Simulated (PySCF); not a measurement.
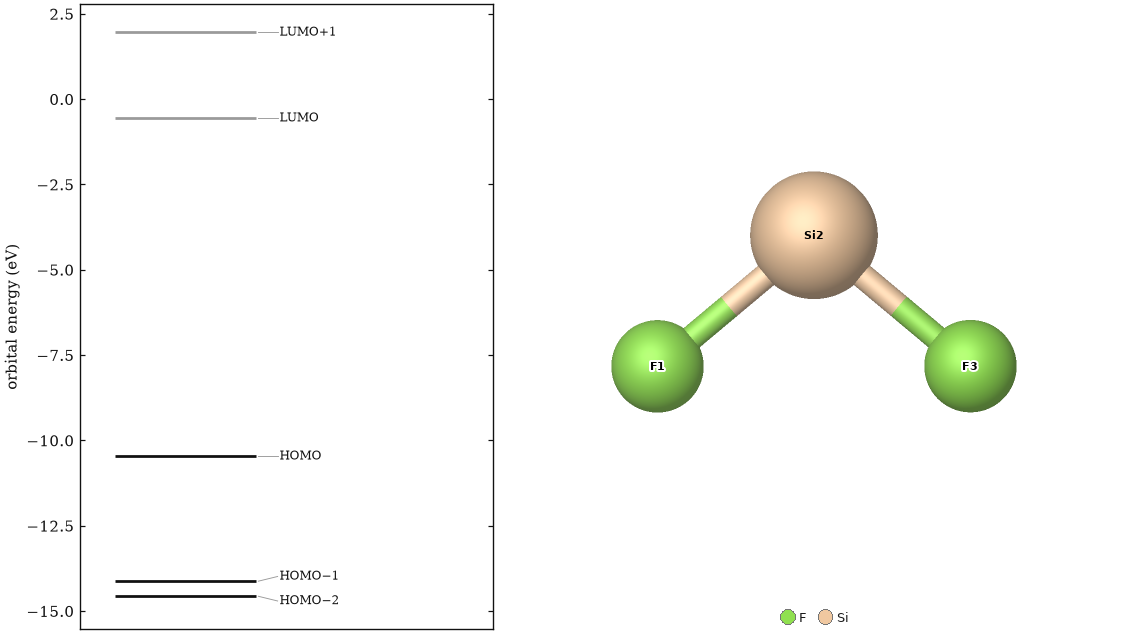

SiF₂ (silicon difluoride), SMILES F[Si]F. Kohn-Sham orbital energies near the frontier, ωB97X-D/def2-SVPD, PySCF, at a PBE0-D3(BJ)/def2-SVP geometry (no frequency check), isolated molecule; empty levels in grey, levels within 0.03 eV side by side.

**Where do the frontier orbitals lie?**

HOMO at −10.47 eV, LUMO at −0.56 eV, 9.91 eV apart.

**On which atoms do HOMO and LUMO mostly sit?**

HOMO: Si2 68 %, F3/F1 16 % each. LUMO: Si2 72 %, F1/F3 14 % each (Löwdin shares).

Note: empty levels above zero depend strongly on the basis.
